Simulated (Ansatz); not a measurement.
Input

```
crystal:
  periodic: [false, false, false]
  atoms:
    - symbol: F
      position_ang: [0.379110, 0.972980, 0.316190]
    - symbol: C
      position_ang: [0.275710, -0.221360, 0.127270]
    - symbol: F
      position_ang: [-0.654830, -0.751620, -0.443470]
basis:
  gaussian:
    orbitals: def2-SVP
total_charge: 1
magnetization:
  spin_polarized: true
  initial_magnetization: 1
hamiltonian:
  xc: hf
accuracy: high
output: {forces: true, orbitals: {seedname: orbitals}}
```

Run with:

```sh
ansatz run in.yaml --threads 1 --pin off --max-ram 3480MiB --events-out events.jsonl --progress --plain --runs-dir runs
```

Geometry: PBE0-D4/def2-TZVP.

Method: isolated molecule in a Gaussian basis; Hartree-Fock in Ansatz 0.2.0.

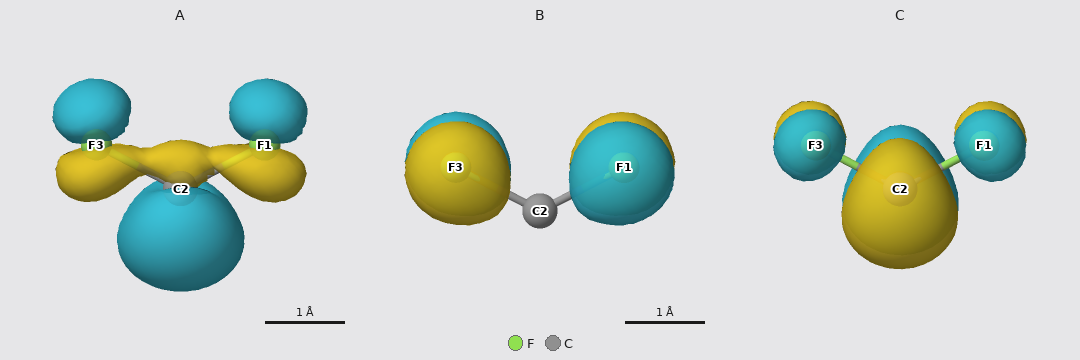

CF₂ (charge +1, doublet). Three frontier orbitals at ±0.2 Å⁻³ᐟ² (yellow and cyan are the two phases), in no order.

**Which picture is the HOMO−1, the HOMO and the LUMO? All are α orbitals.**

B is the HOMO−1 (α) (−28.99 eV). It lies mainly on F1 (about 45 %) and F3 (about 45 %); it changes sign across the molecular plane (π type). A is the HOMO (α) (−24.86 eV). By Hirshfeld shares it lies mainly on C2 (about 60 %), F1 (about 20 %) and F3 (about 20 %); it is symmetric in the molecular plane (an in-plane orbital: σ, lone-pair or in-plane π type). C is the LUMO (α) (−7.28 eV). By Hirshfeld shares it lies mainly on C2 (about 70 %), F1 (about 15 %) and F3 (about 15 %); it changes sign across the molecular plane (π type).

**What is the gap between the highest occupied and lowest empty α orbitals?**

17.58 eV between the orbital energies.
